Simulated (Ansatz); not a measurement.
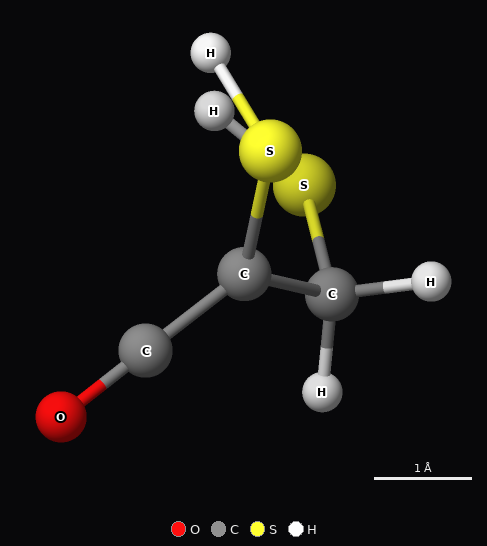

**Figure 1.** The structure (ball-and-stick view, seen at a tilt).

C3H4OS2: phonon calculation

The run: phonon calculation of C3H4OS2, SMILES O=C=C(S)CS. Method and program: RHF/def2-SVP (Ansatz 0.2.0).

It belongs to a series of runs on one base structure; here: vibrations at the highest image of the band.

Log:
```
Engine: ansatz 0.2.0, x86_64-unknown-linux-gnu
Functional definition: HF
  exchange = exact_x
  correlation = 0
1204 factors; integrals over basis functions are off by at most 3.2e-4 eV
mean field evaluation 1: about -26811.4464 eV, gradient 3.2e1 eV
mean field evaluation 2: about -26811.6028 eV, gradient 3.2e1 eV
mean field evaluation 4: about -26814.3507 eV, gradient 5.1e0 eV
mean field evaluation 8: about -26814.4398 eV, gradient 1.9e-1 eV
mean field -26814.44014533 eV, -985.4124998605 hartree, gradient 2.7e-5 eV, S^2 0.000000; 0 other end points of the search recorded, 0 dependent functions left out
the calculation of the forces begins
reference -26814.44014533 eV, -985.4124998605 hartree; 31, 31 occupied and 81, 81 virtual orbitals, 1204 factors
these checks for a lower state are left out or cut short: stability, starts, cluster_reference, orbital_swaps, neighbouring_geometries, increment
1204 factors; integrals over basis functions are off by at most 3.2e-4 eV
mean field evaluation 16: about -26814.4401 eV, gradient 2.9e-4 eV
mean field -26814.44013334 eV, -985.4124994199 hartree, gradient 2.1e-6 eV, S^2 0.000000; 0 other end points of the search recorded, 0 dependent functions left out
[... from here on the field's lines of each further geometry are left out, up to the last ...]
the calculation of the forces begins
reference -26814.44013606 eV, -985.4124995198 hartree; 31, 31 occupied and 81, 81 virtual orbitals, 1204 factors
these checks for a lower state are left out or cut short: stability, starts, cluster_reference, orbital_swaps, neighbouring_geometries, increment
1204 factors; integrals over basis functions are off by at most 3.2e-4 eV
mean field evaluation 384: about -26814.4401 eV, gradient 6.7e-2 eV
mean field -26814.44013899 eV, -985.4124996275 hartree, gradient 2.8e-6 eV, S^2 0.000000; 0 other end points of the search recorded, 0 dependent functions left out
the calculation of the forces begins
reference -26814.44013899 eV, -985.4124996275 hartree; 31, 31 occupied and 81, 81 virtual orbitals, 1204 factors
WARN: phonons: modes at or below zero, which the zero-point energy, F, S and C_V leave out: 1, the lowest at -279.46 cm⁻¹. A minimum has none, and a first-order saddle one
Total energy: -26814.44014533 eV, -985.4124998605 hartree
Atom 0 at    -0.339830    -2.651550     0.947193 Å, force     0.000357     0.002879    -0.008038 eV/Å
Atom 1 at    -0.271980    -1.667870     0.386130 Å, force    -0.006356     0.004427     0.020110 eV/Å
Atom 2 at    -0.203726    -0.529836    -0.277305 Å, force     0.021172    -0.010466    -0.019053 eV/Å
Atom 3 at     0.497305    -0.639947    -1.905469 Å, force    -0.004699     0.004349     0.005006 eV/Å
Atom 4 at    -0.746550     0.753513     0.288354 Å, force    -0.016317    -0.003096     0.000175 eV/Å
Atom 5 at     0.519579     1.909217     0.971450 Å, force     0.003509    -0.003656    -0.003742 eV/Å
Atom 6 at     1.755707    -0.275580    -1.632938 Å, force     0.001310     0.000235    -0.000252 eV/Å
Atom 7 at    -1.285568     1.281552    -0.494568 Å, force     0.004966     0.004257     0.003224 eV/Å
Atom 8 at    -1.448108     0.547895     1.094937 Å, force    -0.002548     0.000140     0.003171 eV/Å
Atom 9 at     1.606272     1.221406     0.625118 Å, force    -0.001394     0.000930    -0.000601 eV/Å
Dipole moment:     0.055042    -0.011457    -0.058928 e Å
Vibrations: -279.46 59.86 150.91 183.19 296.44 324.68 408.67 618.71 653.83 710.68 793.84 942.05 1018.62 1047.47 1181.76 1283.38 1401.80 1495.51 1588.62 2387.23 2826.61 2886.32 3233.50 3300.19 cm⁻¹, zero-point energy 1.784992 eV
```

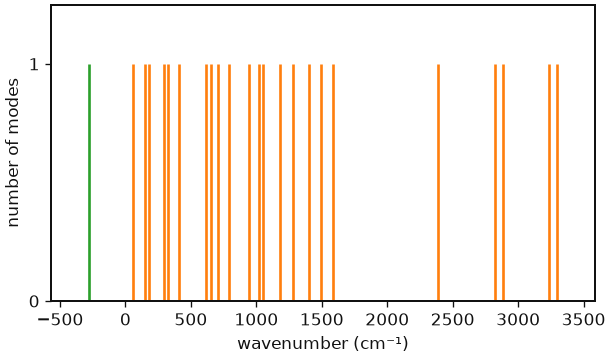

**Figure 2.** Harmonic vibrational wavenumbers from the force constants; neighbouring modes closer than 16 cm⁻¹ are counted in one stick, and imaginary ones are drawn at negative wavenumbers. 24 modes from 279i to 3300 cm⁻¹, 1 imaginary beyond 8i (279i cm⁻¹): a first-order saddle point, if the geometry is stationary.

The run was set up as follows.

Input file:
```yaml
crystal:
  periodic: [false, false, false]
  atoms:
    - { symbol: O, position_ang: [-0.33983, -2.65155, 0.947193] }
    - { symbol: C, position_ang: [-0.27198, -1.66787, 0.38613] }
    - { symbol: C, position_ang: [-0.203726, -0.529836, -0.277305] }
    - { symbol: S, position_ang: [0.497305, -0.639947, -1.905469] }
    - { symbol: C, position_ang: [-0.74655, 0.753513, 0.288354] }
    - { symbol: S, position_ang: [0.519579, 1.909217, 0.97145] }
    - { symbol: H, position_ang: [1.755707, -0.27558, -1.632938] }
    - { symbol: H, position_ang: [-1.285568, 1.281552, -0.494568] }
    - { symbol: H, position_ang: [-1.448108, 0.547895, 1.094937] }
    - { symbol: H, position_ang: [1.606272, 1.221406, 0.625118] }
basis:
  gaussian: { orbitals: def2-SVP }
hamiltonian:
  xc: hf
phonons: {}
```

Run as:
```bash
ansatz run input.yaml --threads 2 --pin off --max-ram 3072MiB --backend cpu --events-out ev --progress --plain --runs-dir out
```

Summary:

| quantity | value |
| --- | --- |
| outcome | converged |
| total energy | −26814.4401 eV |
| mean-field energy | −26814.4401 eV |
| largest force (length of the vector) | 0.030 eV/Å |
| hardware | 2 threads of Intel Xeon (Sapphire Rapids), 16 GiB of memory available, shared host |
| wall time | 61 s (CPU time 2 min) |
| peak memory | 0.26 GiB |
